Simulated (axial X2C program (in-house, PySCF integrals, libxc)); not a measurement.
# PdLi⁻: properties at the nuclei

Wanted for PdLi⁻: properties at the nuclei, at the two-component level.

The runs use an in-house X2C program for linear molecules on PySCF integrals; two-component X2C with atomic mean-field terms, Pd dyall-acv3z, Li dyall-av3z.

All values are calculated.

### Step 1. Input

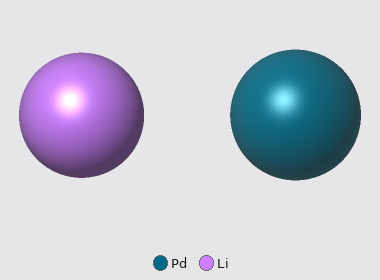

The two atoms at 2.530 Å (palladium blue, lithium purple).

File task.json:

```json
{"zs": [46, 3], "q": -1, "bas": ["dyall-acv3z", "dyall-av3z"], "r0": 2.53, "levels": ["PBE0", "HF", "PBE50", "TPSSh", "LDA"], "nst": 3}
```

Keys: zs atomic numbers; q charge; bas basis sets; r0 starting distance in Å; levels methods (HF also brings MP2); nst determinants followed.

The run is started by

```sh
> python soeom.py task.json out
```

Further steps of the session: Expectation values, lowest determinant; Expectation values, a higher determinant; Expectation values, a higher determinant.

Before running it: what results should come out? Wanted: lowest state; qzz Pd; qzz Li; higher state; Eeff magnitude; Ws magnitude Pd; A∥/gI Pd; qzz Pd; higher state.

**Answer**, as computed:

```
                                  quantity                               value
                              lowest state                Ω = 0 (closed shell)
                       qzz Pd (a.u.), PBE0                                0.77
                       qzz Li (a.u.), PBE0                               -0.01
                              higher state       Ω = 1 (unpaired: 2 × ω = 1/2)
Eeff magnitude (GV/cm), PBE0, higher state                                1.25
 Ws magnitude Pd (kHz), PBE0, higher state                               0.676
        A∥/gI Pd (MHz), PBE0, higher state                                2350
         qzz Pd (a.u.), PBE0, higher state                                0.97
                              higher state  Ω = 2 (unpaired: ω = 1/2, ω = 3/2)
Eeff magnitude (GV/cm), PBE0, higher state                                2.47
 Ws magnitude Pd (kHz), PBE0, higher state                               0.666
        A∥/gI Pd (MHz), PBE0, higher state                                 990
         qzz Pd (a.u.), PBE0, higher state                                1.05
```

What this shows: The expectation values come from single determinants. Eeff is the effective electric field on the electron dipole moment in this Ω state and Ws the scalar–pseudoscalar constant (defined with the proton number Z and per Ω); A∥ is the parallel hyperfine constant, which follows by multiplying with the nuclear g factor gI = μI/(I μN); qzz is the electric field gradient, eQq0 = 234.96 MHz × Q/barn × qzz. The operators were transformed with the bare-nucleus X2C matrices.
